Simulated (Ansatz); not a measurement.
# Calculations on C2H7BOSi

Part 1: Relaxation

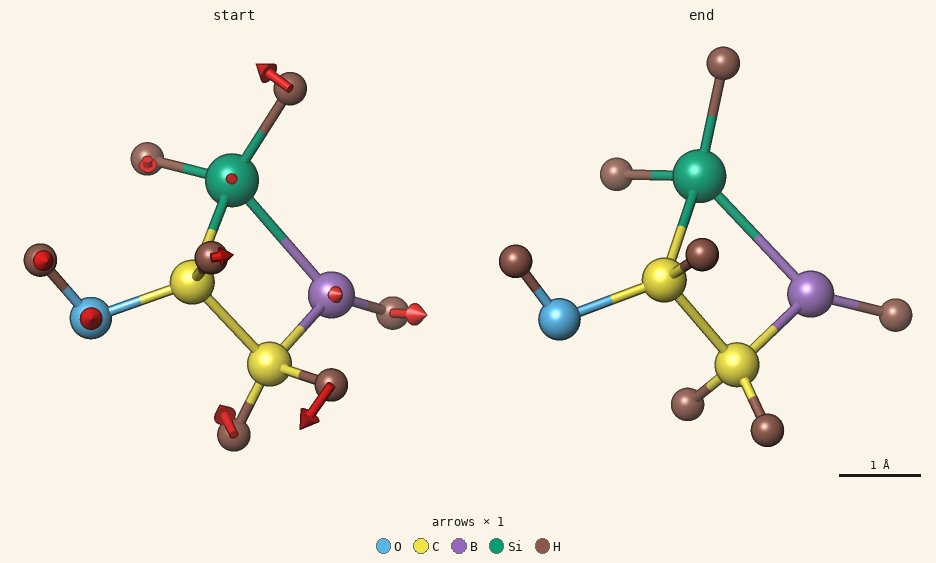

The structure of C2H7BOSi before (left) and after (right) a relaxation, at one scale. The red arrows give the displacements, at their true length.

A ball-and-stick model, seen at a tilt.

The run prepares an end point of a later path (torsion) calculation, from a guessed geometry.

Theory: Ansatz, RKS B3LYP-D4/def2-SVP. Set-up: no spin polarisation; force threshold 0.015 eV/Å; at most 40 steps.

Summarise the run.

The largest move after the best rigid fit is that of an H atom, 0.74 Å. By element the largest moves are H 0.74 Å, O 0.44 Å, B 0.23 Å, Si 0.11 Å, C 0.08 Å. Near-neighbour distances that change, for instance: C–Si 1.844 → 1.954 Å, H–O 1.053 → 0.966 Å, B–Si 1.954 → 2.033 Å, C–H 1.050 → 1.120 Å. Bond angles that change, for instance: B–C–H 108.1° → 123.4°, B–C–H 113.9° → 99.1°, B–Si–H 110.7° → 124.7°. Groups turn about C–Si by about 20°. After 16 accepted moves (18 points after the start) the energy has fallen by 22.5 kcal/mol. The largest force component goes from 4.2 to 0.0089 eV/Å. The line search rejected the trial steps at points 5, 13 of the run.

Part 2: Relaxation

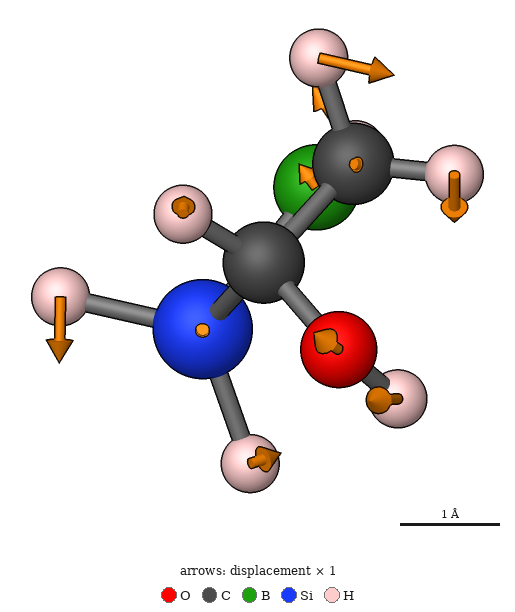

A relaxation of C2H7BOSi. The starting structure is drawn; orange arrows show the displacements, at their true length. The two geometries are superimposed by the best rigid fit.

The picture is a ball-and-stick view, seen from a free direction.

The run prepares an end point of a later path (torsion) calculation, from a guessed geometry.

Computed with RKS B3LYP-D4/def2-SVP (Ansatz). (no spin polarisation; force threshold 0.015 eV/Å; at most 40 steps)

### Which element moves most?

Hydrogen: up to 0.81 Å, against 0.47 Å for oxygen.

### What did the optimiser do to the structure, and how much energy did it gain?

The largest move after the best rigid fit is that of an H atom, 0.81 Å. By element the largest moves are H 0.81 Å, O 0.47 Å, B 0.31 Å, C 0.15 Å, Si 0.12 Å. Some distances before and after: C–Si 1.844 → 1.948 Å, H–O 1.053 → 0.966 Å, B–Si 1.954 → 2.034 Å, C–H 1.050 → 1.119 Å. Among the angles between lasting bonds that change: B–Si–H 110.7° → 127.5°, B–C–H 108.1° → 122.6°, B–C–H 113.9° → 100.2°. Groups turn about B–C by about 30°, C–Si by about 25°, B–Si by about 25°. Over 16 accepted moves (20 points after the start) the energy falls by 1.154 eV. The largest force component goes from 4.5 to 0.0094 eV/Å. The line search rejected the trial steps at points 6, 10, 15, 16 of the run.

Part 3: Path

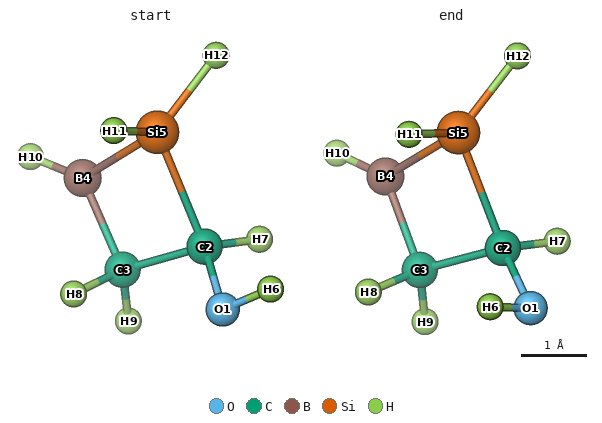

The two relaxed end points of a path for C2H7BOSi. A ball-and-stick model, seen from a free direction.

The calculation used Ansatz, RKS B3LYP-D4/def2-SVP.

Input file:
```yaml
crystal:
  periodic: [false, false, false]
  atoms:
    - { symbol: O, position_ang: [-1.320703, 0.299044, 1.532319] }
    - { symbol: C, position_ang: [-0.104902, 0.264056, 0.81287] }
    - { symbol: C, position_ang: [0.195299, -1.148202, 0.260846] }
    - { symbol: B, position_ang: [0.906016, -0.827126, -1.101715] }
    - { symbol: Si, position_ang: [0.102847, 1.03632, -0.969525] }
    - { symbol: H, position_ang: [-1.507271, 1.215248, 1.77314] }
    - { symbol: H, position_ang: [0.750791, 0.579143, 1.448127] }
    - { symbol: H, position_ang: [-0.773389, -1.547964, -0.133725] }
    - { symbol: H, position_ang: [0.561814, -1.90759, 0.972798] }
    - { symbol: H, position_ang: [1.603274, -1.526991, -1.7874] }
    - { symbol: H, position_ang: [-1.212677, 1.198939, -1.663022] }
    - { symbol: H, position_ang: [0.8759, 2.309926, -1.110513] }
basis:
  gaussian: { orbitals: def2-SVP }
hamiltonian:
  xc: b3lyp
  dispersion: d4
neb:
  order_check: false
  images: 9
  f_tol: 0.05
  max_iterations: 38
  initial_path: idpp
  final_atoms:
    - { symbol: O, position_ang: [-1.04698474, 0.59607015, 1.7561449] }
    - { symbol: C, position_ang: [0.01160572, 0.33912559, 0.86489318] }
    - { symbol: C, position_ang: [0.15526197, -1.1068583, 0.29844876] }
    - { symbol: B, position_ang: [0.8501142, -0.82195247, -1.0855778] }
    - { symbol: Si, position_ang: [0.165628, 1.0866919, -0.92757293] }
    - { symbol: H, position_ang: [-1.87374799, 0.57922947, 1.25725188] }
    - { symbol: H, position_ang: [0.93745803, 0.58016869, 1.41645229] }
    - { symbol: H, position_ang: [-0.85017971, -1.45070443, -0.05154196] }
    - { symbol: H, position_ang: [0.51058488, -1.88862475, 0.99219825] }
    - { symbol: H, position_ang: [1.49004596, -1.55545911, -1.79080261] }
    - { symbol: H, position_ang: [-1.20013509, 1.23702059, -1.52927204] }
    - { symbol: H, position_ang: [0.92734776, 2.35009568, -1.16642192] }
```

Command:
```bash
ansatz run input.yaml --threads 2 --pin off --max-ram 3072MiB --backend cpu --events-out ev --progress --plain --runs-dir out
```

Predict the minimum-energy path and its barrier.

Answer. The energy climbs by 0.035 eV to image 5 and then falls by 0.041 eV, so the end point sits at −0.006 eV. The motion is a rotation about the O1–C2 bond by about 105°. No bond forms or breaks between the ends. Among the angles between lasting bonds that change up to the highest image: O1–C2–C3 111.8° → 114.8°, O1–C2–H7 111.4° → 109.2°. The band converged in 4 iterations, with a climbing image at the top. At the top, the vibrational analysis gives one imaginary mode (276i cm⁻¹), as a transition state must have.

Energies of the converged images:

| image | path (Å) | E (eV) |
| --- | --- | --- |
| 0 | 0.00 | 0.000 |
| 1 | 0.13 | 0.003 |
| 2 | 0.26 | 0.011 |
| 3 | 0.39 | 0.022 |
| 4 | 0.53 | 0.032 |
| 5 | 0.66 | 0.035 |
| 6 | 0.78 | 0.030 |
| 7 | 0.91 | 0.018 |
| 8 | 1.04 | 0.006 |
| 9 | 1.17 | -0.003 |
| 10 | 1.30 | -0.006 |

The geometry at the top of the path:

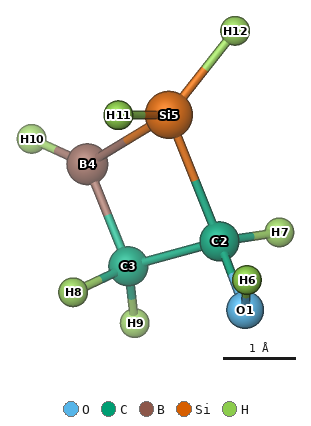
